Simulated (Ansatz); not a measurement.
# B₂H₂ (triplet): inputs that go wrong at scale of all distances = 1.496

3 inputs are run for B₂H₂ (triplet) as typed; the log has to tell whether the result can be used and what must change.

Method: the settings change from run to run; program: Ansatz 0.2.0, Gaussian basis.

11 further runs of the same task are left out: 2 for a mislabelled method, 5 that didn't finish, 4 set aside as unsound or not needed.

## (1) What is computed

The geometry derives from a PBE0/def2-TZVP stationary point (not a proven minimum). All distances are scaled together.

4 atoms, charge 0, spin multiplicity 3.

Atoms are counted from 1 here; the program's logs count them from 0.

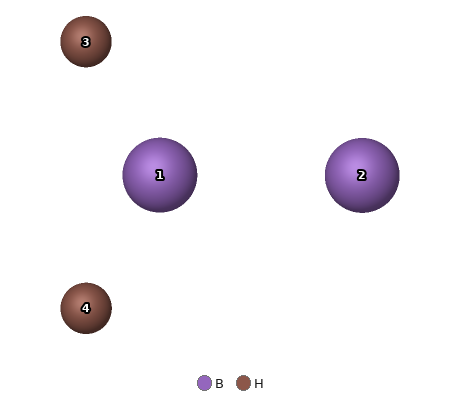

The structure; boron purple, hydrogen brown; atoms are numbered from 1 in the order of the file.

## (2) Input 1

The input, in.yaml:

```yaml
crystal:
  periodic: [false, false, false]
  atoms:
    - {symbol: B, position_ang: [0.000000, 0.000000, 1.010739]}
    - {symbol: B, position_ang: [0.000000, 0.000000, -1.360543]}
    - {symbol: H, position_ang: [0.000000, 1.567611, 1.875969]}
    - {symbol: H, position_ang: [0.000000, -1.567611, 1.875969]}
basis:
  gaussian: {orbitals: 6-31G}
magnetization: {spin_polarized: true, initial_magnetization: 2}
correlation: {method: mp2, electrons: outside_noble_gas}
scf: {max_iter: 3}
```

Command:

```console
$ ansatz run in.yaml --threads 1 --pin off --events-out ev --progress --plain --max-ram 2393MiB
```

The program printed:

```text
Error: invalid value for `basis.gaussian`: such a run doesn't read scf.max_iter; remove what it names
```

It took 0.03 s on 1 thread of Arm Neoverse V2, shared host.

Diagnosis: The run was refused. The input holds a key that the program doesn't read here. Fix: remove it or spell it as the reference does.

## (3) Input 2

The input, in.yaml:

```yaml
crystal:
  periodic: [false, false, false]
  atoms:
    - {symbol: B, position_ang: [0.000000, 0.000000, 1.010739]}
    - {symbol: B, position_ang: [0.000000, 0.000000, -1.360543]}
    - {symbol: H, position_ang: [0.000000, 1.567611, 1.875969]}
    - {symbol: H, position_ang: [0.000000, -1.567611, 1.875969]}
basis:
  gaussian: {orbitals: STO-3G}
magnetization: {spin_polarized: true, initial_magnetization: 3}
hamiltonian: {xc: {name: PBE0}}
correlation: {method: ccsd_t, electrons: valence}
accuracy: high
```

Same command.

The program printed:

```text
Error: a molecule whose nuclei and cores have a total charge of 12 cannot have a net charge of 0 together with 3 unpaired electrons
```

Wall time 0.03 s (1 thread of Arm Neoverse V2, shared host).

**Diagnosis.** The run was refused. The number of unpaired electrons doesn't fit the electron count. Fix: make charge and initial_magnetization agree.

## (4) Input 3

The input, in.yaml:

```yaml
crystal:
  periodic: [false, false, false]
  atoms:
    - {symbol: B, position_ang: [0.000000, 0.000000, 1.010739]}
    - {symbol: B, position_ang: [0.000000, 0.000000, -1.360543]}
    - {symbol: H, position_ang: [0.000000, 1.567611, 1.875969]}
    - {symbol: H, position_ang: [0.000000, -1.567611, 1.875969]}
basis:
  gaussian: {orbitals: 6-31G}
magnetization: {spin_polarized: false, initial_magnetization: 2}
correlation: {method: ccsd_t, frozen_orbitals: {B: 9}}
accuracy: high
output: {forces: true}
```

Launched as before.

The program printed:

```text
Functional definition: HF
  name "HF"
  cite "Fock, Z. Phys. 61, 126 (1930) doi:10.1007/BF01340294"
  parent pbe
  exchange = exact_x
  correlation = 0
Error: "frozen_orbitals" has no count for H
```

Wall time 0.03 s (1 thread of Arm Neoverse V2, shared host).

Diagnosis: The run was refused. The frozen-orbital counts are incomplete or too large. To mend it, leave frozen_orbitals out, or give each element a count that its core has.

## (5) Summary

```
input                  level    ended                                                            cause    time
    1       MP2 on UHF/6-31G  refused         the input holds a key that the program doesn't read here  0.03 s
    2         CCSD(T)/STO-3G  refused  the number of unpaired electrons doesn't fit the electron count  0.03 s
    3  CCSD(T) on ROHF/6-31G  refused            the frozen-orbital counts are incomplete or too large  0.03 s
```

3 refused.
